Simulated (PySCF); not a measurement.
C4H5Br, SMILES `BrC1=CCC1`.

Method: B3LYP/cc-pVDZ; geometry: GFN2-xTB; program: PySCF. No frequency check shows the geometry to be a minimum. GFN2-xTB bond lengths at metals and heavier atoms can be off by up to 0.1 Å and shapes distorted, which carries into these values.

Input script:

```python
import numpy as np
from pyscf import gto, scf, dft
from pyscf.scf import atom_ks, atom_hf
from scipy.linalg import block_diag

def solve(mol, dm0=None, hcore=None):
    mf = (dft.UKS if mol.spin else dft.RKS)(mol, xc='b3lyp')
    mf.grids.level = 3
    mf = mf.density_fit(auxbasis='def2-universal-jkfit')
    mf.conv_tol, mf.max_cycle = 1e-8, 80
    if hcore is not None:
        mf.get_hcore = lambda *args: hcore
    mf.kernel(dm0)
    if not mf.converged:
        mf = mf.newton().run(mf.mo_coeff, mf.mo_occ, max_cycle=30)
    assert mf.converged, 'SCF not converged'
    return mf

mol = gto.M(atom='''
Br    -1.35165    -0.00417    -0.00002
C      0.53028     0.06717     0.00007
C      1.41968     1.05558     0.00011
C      2.58637     0.10050     0.00004
C      1.53859    -1.04358     0.00020
H      1.36078     2.12655    -0.00009
H      3.21196     0.14246    -0.88999
H      3.21234     0.14263     0.88856
H      1.53632    -1.67195    -0.88889
H      1.53670    -1.67177     0.88854
''', basis='cc-pvdz', charge=0, spin=0, verbose=4)
mf = solve(mol)
out = dict(e0=mf.e_tot, dm0=mf.make_rdm1(), c=mf.mo_coeff, occ=mf.mo_occ, eps=mf.mo_energy)
for name, dq, spin in [('cation', 1, 1), ('anion', -1, 1)]:
    ion = mol.copy().set(charge=mol.charge + dq, spin=spin).build()
    mi = solve(ion)
    if spin and dq > 0 and mol.nao < 130:
        c, _, stable, _ = mi.stability(return_status=True)
        if not stable:
            mi = solve(ion, mi.make_rdm1(c, mi.mo_occ))
    print(name, 'vertical energy change / eV', (mi.e_tot - mf.e_tot) * 27.211386)
    out.update({'e_' + name: mi.e_tot, 'dm_' + name: mi.make_rdm1(), 's2_' + name: mi.spin_square()[0], 'eps_' + name: mi.mo_energy, 'occ_' + name: mi.mo_occ})
# spherically averaged free atoms, for the promolecule
atm = atom_ks.get_atm_nrks(mol, xc='b3lyp')
pro = block_diag(*[(atm[a[0]][2] * atm[a[0]][3]) @ atm[a[0]][2].T for a in mol._atom])
np.savez('result.npz', pro=pro, **out)
```

Command:

```sh
OMP_NUM_THREADS=1 python input.py
```

The run took 4.2 min on 1 thread of Arm Neoverse V1, with other jobs on the host, peak memory 0.65 GiB.

Partitions, critical points and surface values were worked out afterwards from this run's density.

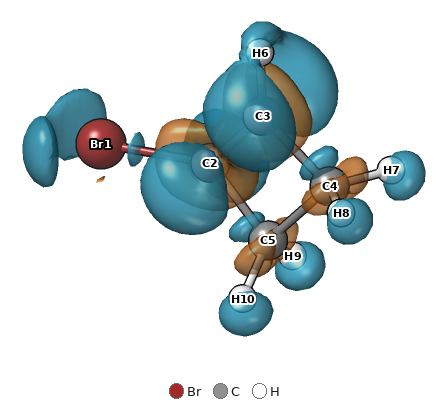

Fukui function f⁺ = ρ(N+1) − ρ(N) at fixed geometry, surfaces at ±0.03 e/Å³ (light blue positive, orange negative).

On which atoms does the density change most on addition of an electron?

f⁺ (Hirshfeld-condensed) is largest on Br1 (0.22), C3 (0.21) and C2 (0.16); the vertical electron affinity is −2.37 eV (the stability of the anion's solution wasn't checked; negative, but this basis has no diffuse functions, so it doesn't show that the anion is unbound). Condensed values hint at sites of nucleophilic attack but needn't mark the atom that reacts. Shares this close don't rank the sites. Orbital relaxation makes it negative in places (0.25 e in all).
